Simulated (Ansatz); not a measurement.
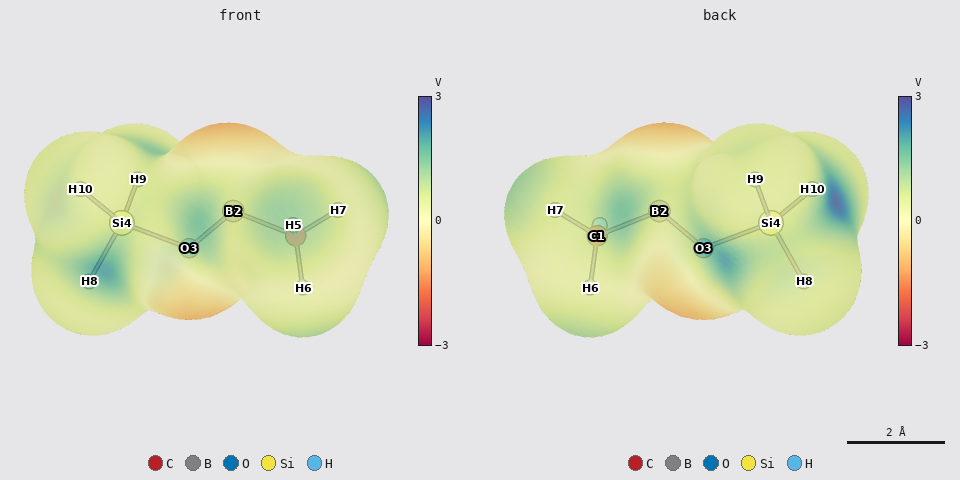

CH6BOSi (SMILES C[B]O[SiH3]) (doublet). The electrostatic potential painted on the density surface at 0.004 e/bohr³, seen from the front and from behind; the colour scale runs from red (negative) to blue (positive).

Geometry: PBE0-D4/def2-TZVP.

The calculation used UKS PBE0-D4/def2-TZVPP (Ansatz).

Input

```
crystal:
  periodic: [false, false, false]
  atoms:
    - {symbol: C, position_ang: [-0.475536, 1.528132, -1.333254]}
    - {symbol: B, position_ang: [-0.314300, 0.635271, -0.069412]}
    - {symbol: O, position_ang: [0.288501, -0.559653, -0.035456]}
    - {symbol: Si, position_ang: [0.484870, -1.526507, 1.309469]}
    - {symbol: H, position_ang: [0.090675, 2.455253, -1.196307]}
    - {symbol: H, position_ang: [-0.124632, 1.032154, -2.244814]}
    - {symbol: H, position_ang: [-1.518117, 1.829688, -1.464349]}
    - {symbol: H, position_ang: [1.211385, -2.729848, 0.843767]}
    - {symbol: H, position_ang: [-0.839230, -1.904815, 1.857638]}
    - {symbol: H, position_ang: [1.279585, -0.810774, 2.335617]}
basis:
  gaussian: {orbitals: def2-TZVPP}
magnetization: {spin_polarized: true, initial_magnetization: 1}
hamiltonian: {xc: pbe0, dispersion: d4}
output: {orbitals: {seedname: orbitals}}
```

Run with:

```sh
ansatz run in.yaml --threads 4 --pin off --events-out ev --progress --plain --max-ram 10444MiB
```

### Where is the surface potential most negative and most positive?

The most negative region (about −1.0 V) lies over O3, the most positive (about +2.4 V) over Si4.
